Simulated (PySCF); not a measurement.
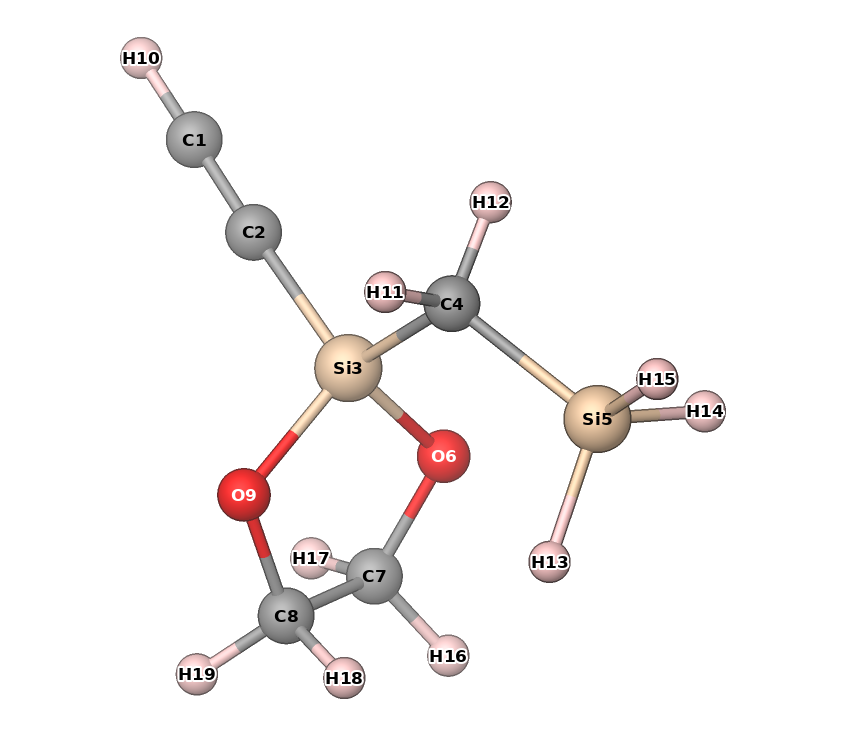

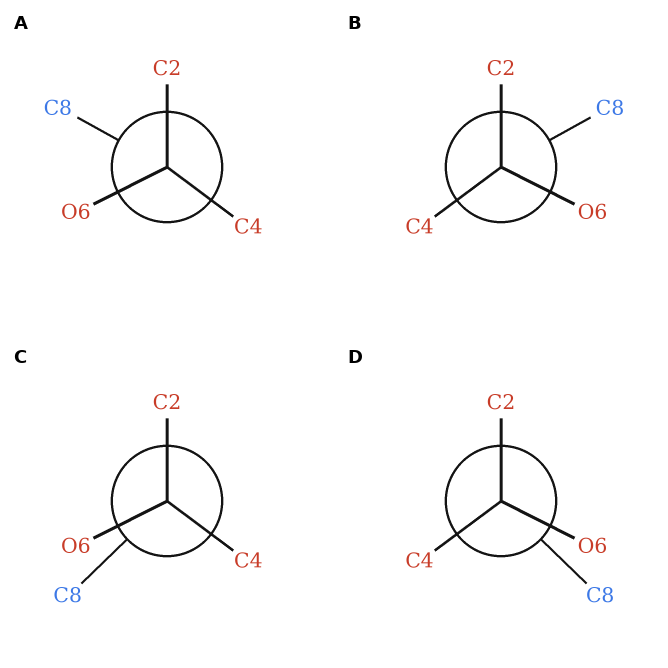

Distant atoms are faded towards the background colour. Bonds that would overlap in a projection are set slightly apart. The computed structure is the end point of a PBE0-D3(BJ)/def2-SVP optimisation. No frequency run is at hand to confirm it as a minimum.

Question: Which Newman projection shows the view along Si3–O9, with Si3 in front?

Answer: D. The torsion angle O6–Si3–O9–C8 is 4°, synperiplanar (eclipsed).
